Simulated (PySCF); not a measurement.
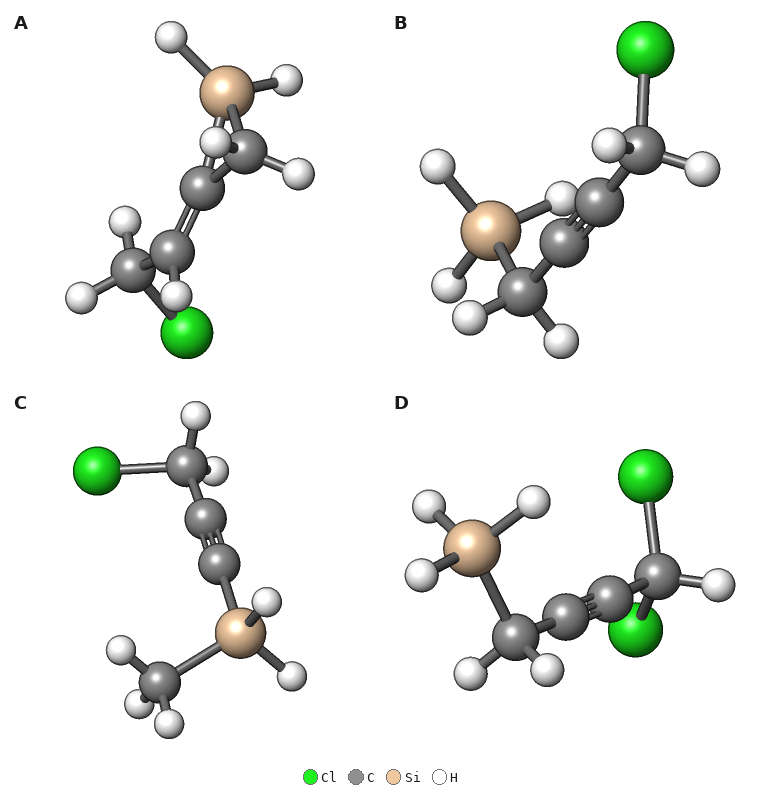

Source: calculation with PySCF.

### Which panel belongs to which SMILES?
(1) [SiH3]CC#CC(Cl)Cl
(2) C[SiH2]C#CCCl
(3) ClC/C=C1/C[SiH2]1
(4) [SiH3]CC#CCCl

A is (3), B is (4), C is (2), D is (1).
